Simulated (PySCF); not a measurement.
Input file:

```
{"job": {"xc": "mPW1PW91", "basis": "pcSseg-1", "solvent": "chloroform", "kind": "nmr", "pop": true}, "charge": 0, "multiplicity": 1}
C      2.652070    -0.787021    -0.043536
C      1.284078    -0.464684    -0.631797
C      0.302480     0.001557     0.440921
C     -1.072447     0.318978    -0.138995
C     -2.053106     0.775996     0.941290
O     -3.317404     1.117259     0.423762
H      3.335942    -1.116488    -0.822102
H      3.076608     0.091430     0.437311
H      2.570914    -1.577311     0.699642
H      1.388720     0.316326    -1.388097
H      0.883824    -1.352748    -1.126494
H      0.202219    -0.777236     1.200905
H      0.700761     0.891961     0.932215
H     -1.473392    -0.571408    -0.633514
H     -0.985091     1.106269    -0.890759
H     -1.684596     1.682841     1.426347
H     -2.152000    -0.008230     1.707298
H     -3.668340     0.358826    -0.056324
```

Run with:

```sh
OMP_NUM_THREADS=1 python ens_run.py task.json out
```

Geometry: GFN2-xTB.

Computed with mPW1PW91/pcSseg-1, SCF density, in a chloroform solvent model, non-relativistic (PySCF 2.14.0).

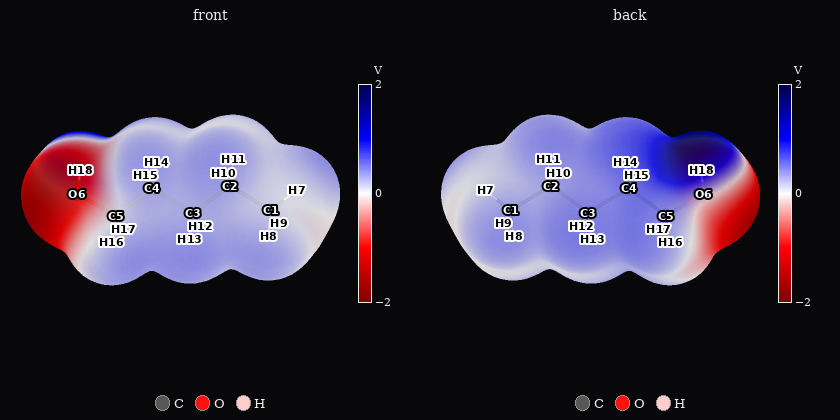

C₅H₁₂O (SMILES CCCCCO). The molecular electrostatic potential painted on the density surface at 0.001 e/bohr³, seen from the front and from behind; the colour scale runs from red (negative) to blue (positive).

### Which sites attract a positive test charge, and which a negative one?

A positive charge is drawn to the negative regions and a negative charge to the positive ones. The most negative region (about −1.7 V, or −39 kcal/mol for a unit charge) lies over O6, the most positive (about +1.8 V, or +42 kcal/mol for a unit charge) over H18. O6 is the likeliest acceptor of a hydrogen bond.
